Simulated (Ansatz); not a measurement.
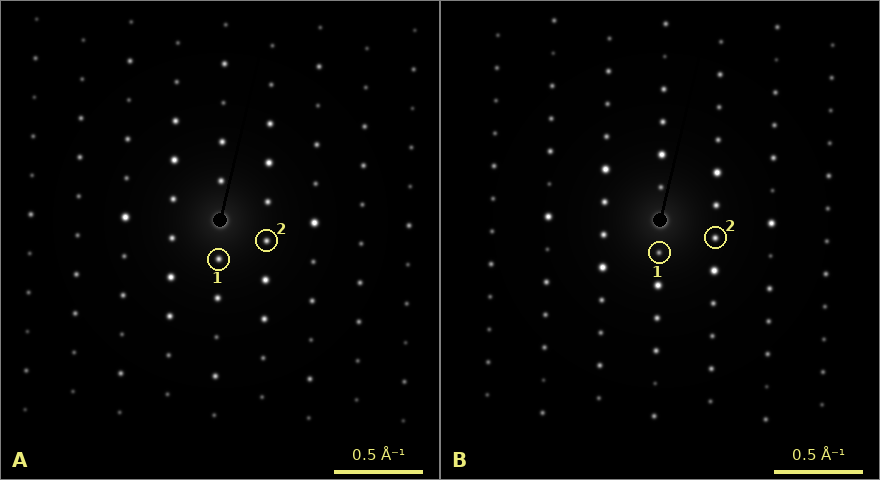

Kinematic electron diffraction patterns (200 kV, B = 0.5 Å², same scale) along [010] of the run's own cell, for the start and the end of one relaxation of SrB4 with Ansatz, DFT, PAW plane waves, pbesol. k mesh 7×7×7. The start is a generated model structure, and the relaxation ends in the nearest stationary point of its symmetry, not necessarily the ground state. Spot 1 is 0 0 -1 and spot 2 is -1 0 -1 in both.

Start structure:

```yaml
crystal:
  lattice:
    - [0.00000, 3.68820, 0.00000]
    - [3.68820, 0.00000, 0.00000]
    - [1.84410, 1.84410, -4.46488]
  atoms:
    - { symbol: Sr, position: [0.00000, 0.00000, 0.00000] }
    - { symbol: B, position: [0.38000, 0.38000, 0.24000] }
    - { symbol: B, position: [0.62000, 0.62000, 0.76000] }
    - { symbol: B, position: [0.75000, 0.25000, 0.50000] }
    - { symbol: B, position: [0.25000, 0.75000, 0.50000] }
```

Which pattern belongs to the start structure, and which to the relaxed one?

A is the start: its cell gives d(1) = 4.465 Å, d(2) = 3.409 Å and an angle of 67.6°. B is the relaxed structure, with d(1) = 5.333 Å (+19.4 %), d(2) = 2.999 Å (-12.0 %) and 73.7°.

Name reflections whose intensity changes strongly on relaxation.

0 0 3 goes from 2.9 to 23 % of the strongest spot; 1 0 5 goes from 1.8 to 13 % of the strongest spot; 0 0 1 goes from 29 to 8.1 % of the strongest spot.

Summarise the relaxation behind the change.

The volume changed by -14.3 % to 10.41 Å³ an atom; with the mean shift removed, the atoms moved by up to 0.48 Å relative to the cell (B most); the space group stayed I4/mmm (No. 139); the free energy fell by 360 meV an atom. Relaxed cell: a = 3.125 Å, b = 3.125 Å, c = 5.772 Å, α = 74.30°, β = 74.30°, γ = 90.00°.
